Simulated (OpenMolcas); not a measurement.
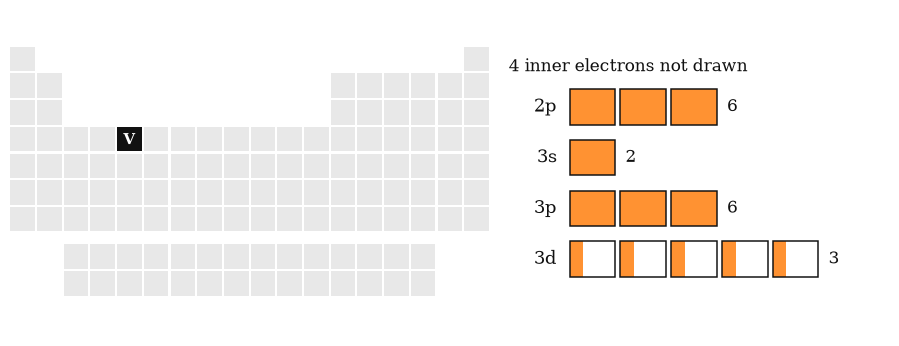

Left, the place of vanadium in the periodic table; right, the outer shells of the leading configuration of the lowest level: a box for each of the 2l + 1 orbitals, shaded by the share of the shell that is filled, with the electron count at the right.

**V²⁺ complex: multiconfigurational calculation (part 1 of 2)**

System: V²⁺ with 6 ligands (Br; octahedron, 2.57 Å), neutralised by 6 outer point charges of +0.67 e, whose field is part of the energies.
Method: state-averaged CASSCF, active space 3 electrons in the shell 3d, basis ANO-RCC-VDZP on the metal and ANO-RCC-VDZP on the ligands, DKH2 scalar Hamiltonian, spin-orbit coupling by RASSI with atomic mean-field integrals (OpenMolcas).

## Key numbers

```tsv
quantity	value
outcome	converged
energy of the lowest spin-free term	−16575.79100 hartree
energy of the lowest spin-orbit level	−16575.79104 hartree
largest spread among components of a term	0.0 cm⁻¹
hardware	1 thread of Arm Neoverse V2, 24 GiB of memory available, shared host
wall time	54 s
peak memory	0.27 GiB
```

## Remarks

Without dynamic correlation the splittings between terms come out too large, often by 20 to 50 %. To bear in mind: covalent bonds, ligand orbitals missing from the active space; distances are set from ionic radii, not optimised.

## Input file
```
&GATEWAY
Coord
7

V 0.0 0.0 0.0
Br 2.570000 0.000000 0.000000
Br 0.000000 2.570000 0.000000
Br -2.570000 0.000000 0.000000
Br 0.000000 -2.570000 0.000000
Br 0.000000 0.000000 2.570000
Br 0.000000 0.000000 -2.570000
Basis=V.ANO-RCC-VDZP,Br.ANO-RCC-VDZP
Group=XYZ
NoMove
AngMom=0.0 0.0 0.0
AMFI
RICD
XField
3 Angstrom 0
4.970000 0.000000 0.000000 0.666667
0.000000 4.970000 0.000000 0.666667
0.000000 0.000000 4.970000 0.666667
&SEWARD
&RASSCF
FileOrb=start.orb
Symmetry=1
Spin=4
nActEl=3 0 0
Inactive=57 60
Ras2=5 0
CIRoot=10 10 1
SDav=10
CIMx=300
Iter=150 100
PrWF=0.3
OrbListing=Nothing
MaxOrb=0
LevShft=1.0
>>> COPY $Project.JobIph JOB001
&RASSCF
FileOrb=start.orb
Symmetry=1
Spin=2
nActEl=3 0 0
Inactive=57 60
Ras2=5 0
CIRoot=40 40 1
SDav=40
CIMx=300
Iter=150 100
PrWF=0.3
OrbListing=Nothing
MaxOrb=0
LevShft=1.0
>>> COPY $Project.JobIph JOB002
&RASSI
NrOfJobIphs=2 10 40
1 2 3 4 5 6 7 8 9 10
1 2 3 4 5 6 7 8 9 10 11 12 13 14 15 16 17 18 19 20 21 22 23 24 25 26 27
28 29 30 31 32 33 34 35 36 37 38 39 40
IphNames
JOB001
JOB002
EJob
SpinOrbit
DIPRint=1.0
SOCoupling=1000.0
Subsets=2
Property=9
'ANGMOM' 1 'ANGMOM' 2 'ANGMOM' 3 'MLTPL  1' 1 'MLTPL  1' 2 'MLTPL  1' 3
'AMFI' 1 'AMFI' 2 'AMFI' 3
SOProperty=3
'ANGMOM' 1 'ANGMOM' 2 'ANGMOM' 3
```

The file start.orb holds starting orbitals from an earlier step. A driver script formed the levels outside the program, from RASSI's spin-orbit matrix and the active-space energies, averaged over the components of each term or state.

Launched with:
```bash
OMP_NUM_THREADS=1 MOLCAS_MEM=2457 MOLCAS_PROJECT=a pymolcas a.inp > a.log  # once for each step of the input, in one work folder
```

## Output (extracts)
```
--- SEWARD ---
Basis set label: V.ANO-RCC...5S4P2D1F.

      Electronic valence basis set:
      ------------------
      Associated Effective Charge  23.000000 au
      Associated Actual Charge     23.000000 au
      Nuclear Model: Point charge

      Shell  nPrim  nBasis  Cartesian Spherical Contaminant
         s      21       5        X
         p      15       4        X
         d      10       2                 X
         f       6       1                 X
                  Relativistic Douglas-Kroll-Hess integrals:
                    - DKH order of Hamiltonian: 2
                    - DKH order of Properties : 0
                  Atomic mean-field integrals
--- RASSCF ---
Wave function specifications:
      -----------------------------

      Number of closed shell electrons         234
      Number of electrons in active shells       3
      Max number of holes in RAS1 space          0
      Max nr of electrons in RAS3 space          0
      Number of inactive orbitals              117
      Number of active orbitals                  5
      Number of secondary orbitals              74
      Spin quantum number                      1.5
      State symmetry                             1
Orbital specifications:
      -----------------------

      Symmetry species                           1   2
                                                ag  au
      Frozen orbitals                            0   0
      Inactive orbitals                         57  60
      Active orbitals                            5   0
      RAS1 orbitals                              0   0
      RAS2 orbitals                              5   0
      RAS3 orbitals                              0   0
      Secondary orbitals                        34  40
      Deleted orbitals                           0   0
      Number of basis functions                 96 100
      Number of CSFs                            10
      Number of root(s) required                10
      Iter CI   SX   CI       RASSCF       Energy    max ROT     max BLB   max BLB  Level Ln srch  Step   QN
          iter iter root      energy       change     param      element    value   shift minimum  type update
 Nr of preliminary CI iterations:   1
      Total energies have been shifted. Add               -16000.00 au
        1   1   16    0  -575.39588850    0.00E+00  -5.04E-02   55  95 2 -1.42E-01*  0.83   0.00    SX    NO
        2   1   15    0  -575.66203204   -2.66E-01* -2.77E-02   34  85 2 -6.94E-02*  0.90   0.00    SX    NO
        3   1   15    0  -575.71502596   -5.30E-02* -1.60E-02   55  95 2 -3.73E-02*  0.90   0.00    SX    NO
        4   1   14    0  -575.72933494   -1.43E-02* -9.33E-03   55  95 2 -2.18E-02*  0.91   0.00    SX    NO
        5   1   14    0  -575.73400371   -4.67E-03* -1.26E-02   55  95 2 -1.36E-02*  0.91   2.49    LS   YES
        6   1   13    0  -575.73658518   -2.58E-03*  2.74E-03   49  90 1  5.27E-03*  0.91   1.10    QN   YES
        7   1   12    0  -575.73697031   -3.85E-04*  2.98E-03   13  61 2 -3.24E-03*  0.91   2.12    LS   YES
        8   1   12    0  -575.73711821   -1.48E-04* -1.05E-03   46  95 2  1.69E-03*  0.91   1.03    QN   YES
        9   1   11    0  -575.73717276   -5.45E-05* -5.14E-04   43  88 1 -7.16E-04*  0.91   1.49    LS   YES
       10   1   11    0  -575.73717932   -6.56E-06*  3.50E-04    6  73 2  1.16E-03*  0.91   1.00    QN   YES
       11   1   10    0  -575.73718793   -8.61E-06*  3.31E-04   55  95 2 -4.23E-04*  0.91   1.95    LS   YES
       12   1   10    0  -575.73719064   -2.70E-06*  1.24E-04    4  71 2 -3.06E-04*  0.91   1.01    QN   YES
       13   1    9    0  -575.73719129   -6.57E-07*  1.17E-04   46  95 2 -1.34E-04*  0.91   1.94    LS   YES
       14   1    8    0  -575.73719145   -1.61E-07* -4.63E-05    3  73 2 -2.54E-04*  0.91   0.87    QN   YES
       15   1    7    0  -575.73719154   -9.05E-08*  1.64E-05    6  92 2 -2.85E-05   0.91   1.25    QN   YES
       16   1    6    0  -575.73719156   -1.06E-08*  2.46E-05    1  71 2  1.73E-05   0.91   2.50    LS   YES
       17   1    7    0  -575.73719154    1.23E-08*  1.40E-05    1  71 2  8.04E-05   0.91   0.19    LS   YES
       18   1    7    0  -575.73719156   -1.31E-08* -6.08E-06    1  71 2  4.45E-05   0.91   1.22    QN   YES
       19   1    6    0  -575.73719156   -1.19E-09  -9.12E-06    3  73 2  7.76E-06   0.91   2.50    LS   YES
      Convergence after 19 iterations
       20   1    6    0  -575.73719155    2.61E-09  -9.12E-06    1  71 2 -4.73E-05   0.91   2.50    LS   YES
      Natural orbitals and occupation numbers for root  1
      sym 1:   1.000000   1.000000   0.000000   1.000000   0.000000
      Natural orbitals and occupation numbers for root  2
      sym 1:   0.999700   0.000300   0.000300   1.000000   0.999700
      Natural orbitals and occupation numbers for root  3
      sym 1:   0.999594   1.000000   0.999594   0.000406   0.000406
::    RASSCF root number  1 Total energy: -16575.79099951
::    RASSCF root number  2 Total energy: -16575.76156704
::    RASSCF root number  3 Total energy: -16575.76156704
::    RASSCF root number  4 Total energy: -16575.76156704
::    RASSCF root number  5 Total energy: -16575.74090359
::    RASSCF root number  6 Total energy: -16575.74090359
::    RASSCF root number  7 Total energy: -16575.74090359
::    RASSCF root number  8 Total energy: -16575.69116805
::    RASSCF root number  9 Total energy: -16575.69116805
::    RASSCF root number 10 Total energy: -16575.69116804
--- RASSCF ---
Wave function specifications:
      -----------------------------

      Number of closed shell electrons         234
      Number of electrons in active shells       3
      Max number of holes in RAS1 space          0
      Max nr of electrons in RAS3 space          0
      Number of inactive orbitals              117
      Number of active orbitals                  5
      Number of secondary orbitals              74
      Spin quantum number                      0.5
      State symmetry                             1
Orbital specifications:
      -----------------------

      Symmetry species                           1   2
                                                ag  au
      Frozen orbitals                            0   0
      Inactive orbitals                         57  60
      Active orbitals                            5   0
      RAS1 orbitals                              0   0
      RAS2 orbitals                              5   0
      RAS3 orbitals                              0   0
      Secondary orbitals                        34  40
      Deleted orbitals                           0   0
      Number of basis functions                 96 100
      Number of CSFs                            40
      Number of root(s) required                40
      Iter CI   SX   CI       RASSCF       Energy    max ROT     max BLB   max BLB  Level Ln srch  Step   QN
          iter iter root      energy       change     param      element    value   shift minimum  type update
 Nr of preliminary CI iterations:   1
      Total energies have been shifted. Add               -16000.00 au
        1   1    9    0  -575.64815114    0.00E+00  -8.59E-03   59  65 1 -8.57E-03*  0.88   0.00    SX    NO
        2   1    9    0  -575.64923730   -1.09E-03*  2.97E-03   46  73 2 -8.81E-03*  0.87   0.00    SX    NO
        3   1    9    0  -575.64954119   -3.04E-04*  1.90E-03   46  73 2 -2.83E-03*  0.87   0.00    SX    NO
        4   1    8    0  -575.64964974   -1.09E-04*  1.06E-03   50  62 1  1.91E-03*  0.87   0.00    SX    NO
        5   1    8    0  -575.64969147   -4.17E-05*  1.57E-03   50  62 1  1.28E-03*  0.87   2.50    LS   YES
        6   1    7    0  -575.64971821   -2.67E-05*  3.50E-04   46  73 2  4.14E-04*  0.87   1.14    QN   YES
        7   1    7    0  -575.64971949   -1.27E-06* -1.72E-04   46  73 2  2.02E-04*  0.87   1.44    QN   YES
        8   1    6    0  -575.64971981   -3.22E-07* -4.25E-05   51  68 1 -4.18E-05   0.87   1.31    QN   YES
        9   1    5    0  -575.64971985   -3.99E-08* -1.31E-05   49  63 1 -2.35E-05   0.87   1.36    QN   YES
       10   1    5    0  -575.64971985   -6.45E-09   8.48E-06   46  73 2 -1.25E-05   0.87   1.39    QN   YES
      Convergence after 10 iterations
       11   1    5    0  -575.64971986   -1.46E-09   8.48E-06   46  63 2  4.44E-06   0.87   1.39    QN   YES
      Natural orbitals and occupation numbers for root  1
      sym 1:   0.927556   0.970055   0.068335   1.002877   0.031178
      Natural orbitals and occupation numbers for root  2
      sym 1:   1.006102   0.963603   0.031178   0.930781   0.068335
      Natural orbitals and occupation numbers for root  3
      sym 1:   0.918710   0.986784   0.084837   0.965233   0.044436
::    RASSCF root number  1 Total energy: -16575.71918323
::    RASSCF root number  2 Total energy: -16575.71918323
::    RASSCF root number  3 Total energy: -16575.71579240
::    RASSCF root number  4 Total energy: -16575.71579240
::    RASSCF root number  5 Total energy: -16575.71579240
::    RASSCF root number  6 Total energy: -16575.69955406
::    RASSCF root number  7 Total energy: -16575.69775845
::    RASSCF root number  8 Total energy: -16575.69775845
::    RASSCF root number  9 Total energy: -16575.69775845
::    RASSCF root number 10 Total energy: -16575.68768216
::    RASSCF root number 11 Total energy: -16575.68768216
::    RASSCF root number 12 Total energy: -16575.68768216
::    RASSCF root number 13 Total energy: -16575.68434917
::    RASSCF root number 14 Total energy: -16575.68434917
::    RASSCF root number 15 Total energy: -16575.68434917
::    RASSCF root number 16 Total energy: -16575.67628620
::    RASSCF root number 17 Total energy: -16575.67628620
::    RASSCF root number 18 Total energy: -16575.66744855
::    RASSCF root number 19 Total energy: -16575.66744855
::    RASSCF root number 20 Total energy: -16575.66744855
::    RASSCF root number 21 Total energy: -16575.65619857
::    RASSCF root number 22 Total energy: -16575.65619857
::    RASSCF root number 23 Total energy: -16575.65619857
::    RASSCF root number 24 Total energy: -16575.65354713
::    RASSCF root number 25 Total energy: -16575.65354712
::    RASSCF root number 26 Total energy: -16575.65354712
::    RASSCF root number 27 Total energy: -16575.63286489
::    RASSCF root number 28 Total energy: -16575.63286489
::    RASSCF root number 29 Total energy: -16575.62054204
::    RASSCF root number 30 Total energy: -16575.61770874
```

(Continued in part 2.)
